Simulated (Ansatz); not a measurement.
A computed series for ScAl3: response to strain

Start from ScAl$_{3}$ in the Cu3Au type structure (space group Pm-3m, No. 221; relaxed with 0.1 eV smearing).

```
ScAl3
1.0
    4.07246     0.00000     0.00000
    0.00000     4.07246     0.00000
    0.00000     0.00000     4.07246
Sc Al
1 3
Direct
  0.00000   0.00000   0.00000
  0.00000   0.50000   0.50000
  0.50000   0.00000   0.50000
  0.50000   0.50000   0.00000
```

Cartesian axes are those of the cell as printed.

Strains are applied to the cell and any free atomic positions relax.

The values are results of PBEsol, PAW, 420 eV (Ansatz, a program for electronic structure; no spin-orbit coupling), not measurements.

Notes on the quantities. pressure: mean of the normal stresses, compression positive.

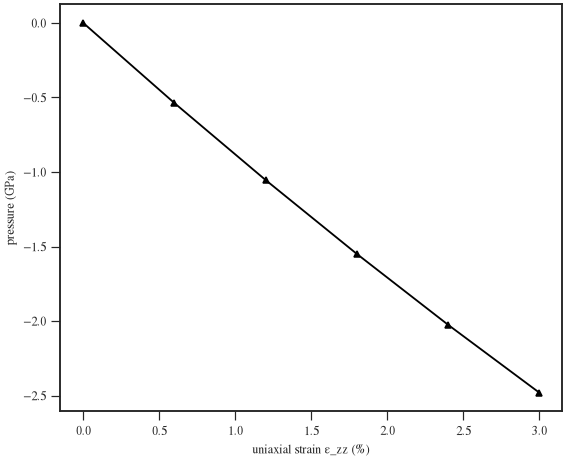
Pressure against uniaxial strain ε_zz

| uniaxial strain ε_zz (%) | pressure |
|---|---|
| 0.6 | -0.5 GPa |
| 1.2 | -1.1 GPa |
| 1.8 | -1.5 GPa |
| 2.4 | -2.0 GPa |
| 3 | -2.5 GPa |

Stability against distortions was not tested. All final runs are without spin polarisation.
